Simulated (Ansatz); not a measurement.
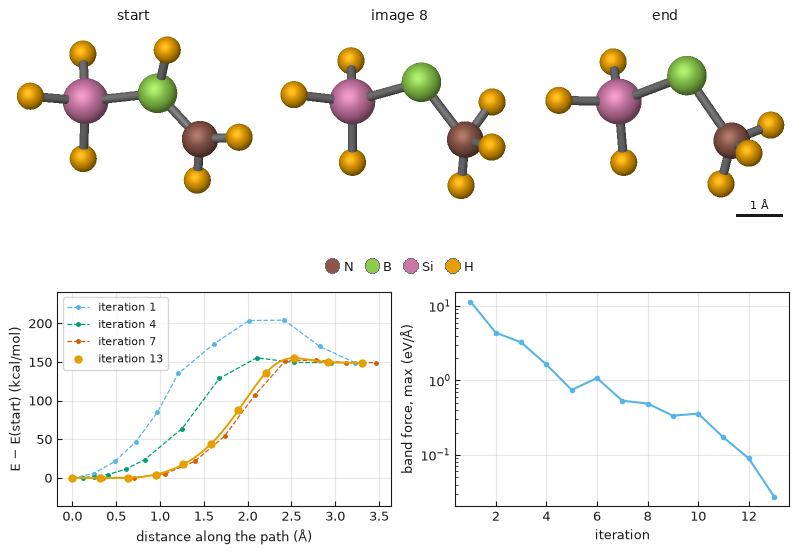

A nudged-elastic-band calculation for BSiNH6. Images are numbered from 0 (start) to 10 (end). The plot follows the band through its iterations. Style: ball-and-stick. Shown at a tilt.

Level of theory: RKS PBE-D4/STO-3G in Ansatz. Set-up: 9 movable images; climbing image; force threshold 0.05 eV/Å; iteration limit 60; starting path through a guess of the saddle point.

> Did the band converge, and can the barrier be trusted?

The result is final at these settings. The band converged in 13 iterations. The largest component of the band force went from 12 to 0.028 eV/Å. The climbing image converged on the top of the path. Its vibrational analysis gives one imaginary mode (1295i cm⁻¹), as a transition state must have. The first iteration put the highest image at 204.2 kcal/mol. The highest point, image 8, lies 155.0 kcal/mol above the start and 5.9 kcal/mol above the end; the end is at +149.1 kcal/mol relative to the start.

Limits of the set-up: STO-3G is a minimal basis, so the numbers are rough.

The run took 110 s on 1 thread of Arm Neoverse V2 (shared host), peak memory 0.08 GiB.
